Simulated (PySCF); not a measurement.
Ge(Me)3(NH2), SMILES [CH3][Ge]([CH3])([NH2])[CH3], singlet at its GFN2-xTB optimised geometry (Å):

```
16

C      1.1658    -0.6183     0.0000
Ge    -0.8360    -0.6183     0.0000
C     -1.5273    -1.4794    -1.6452
C     -1.5282    -1.4799     1.6446
N     -1.5532     1.0727     0.0000
H      1.5463    -1.6340    -0.0044
H      1.5532    -0.1163     0.8821
H      1.5531    -0.1087    -0.8779
H     -2.6109    -1.4219    -1.6701
H     -1.2388    -2.5253    -1.6865
H     -1.1417    -0.9886    -2.5342
H     -2.6113    -1.4158     1.6724
H     -1.2462    -2.5278     1.6821
H     -1.1373    -0.9942     2.5340
H     -1.3528     1.6330     0.8163
H     -1.3495     1.6340    -0.8148
```

Level of theory: PBE0/def2-TZVP (PySCF 2.14.0). Cells within 0.4 Å of a nucleus heavier than hydrogen are left out (blank, or x).

Map of the Laplacian of the electron density (e/bohr⁵), clipped to [-1.50, 1.50] on the plane z = 0.0 Å:

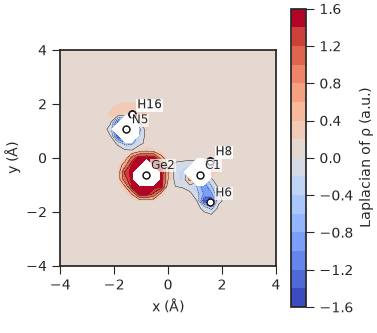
Figure: Laplacian of the electron density (e/bohr⁵), clipped to [-1.50, 1.50] on the plane z = 0.0 Å.
